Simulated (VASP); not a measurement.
Band structure of Ti$_{2}$AlN (space group P6_3/mmc). Computed with PBEsol GGA, VASP's PBE PAW potentials (set 64) (plane waves; VASP 6.6.1).

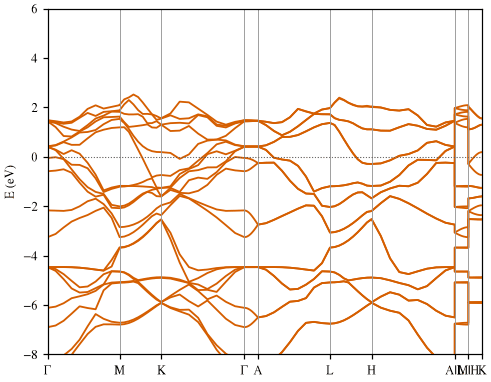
Fig. 1. Bands along high-symmetry lines, zero at the valence-band maximum or, without a gap, the Fermi level

**Question.** Read the plot: is there a gap, and where are the band edges?

**Answer.** It has no gap at this level: it comes out as a metal or semimetal. (Edges off the drawn lines would not show.)

The structure comes from a computed database's Ti2AlN entry (P6_3/mmc); how it stands against other phases isn't given here. It was relaxed first.
